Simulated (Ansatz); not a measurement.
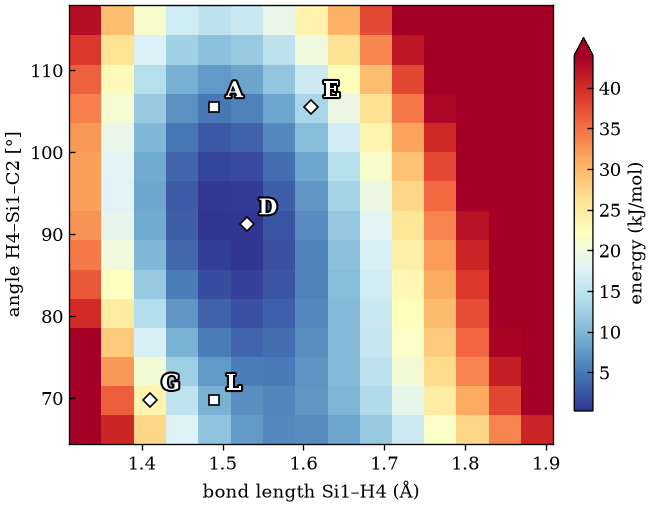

CH₂BrSi, SMILES [SiH+]=CBr, charge +1. The first coordinate is: bond length Si1–H4; the second: angle H4–Si1–C2. Nothing is relaxed (all other coordinates rigid). Grid: 15 × 15 points. Points are written as (first, second). All energies are given in kJ/mol relative to the relaxed molecule at the same level. Level of theory: Ansatz, RKS B3LYP-D4/def2-TZVP.

Drawn: one coloured cell a grid point, one colour for all values above the top of the scale, lettered points.

> Is E the lowest point of the computed grid?

No. E lies 12.9 kJ/mol above the lowest grid point, which is at (1.530 Å, 91.2°).

> What kind of point is each of D, E, G, L: minimum, saddle, maximum or slope?

D: minimum; E: on a slope; G: on a slope; L: on a slope. (In these two coordinates alone; a stationary point may lie a little off the grid point.)
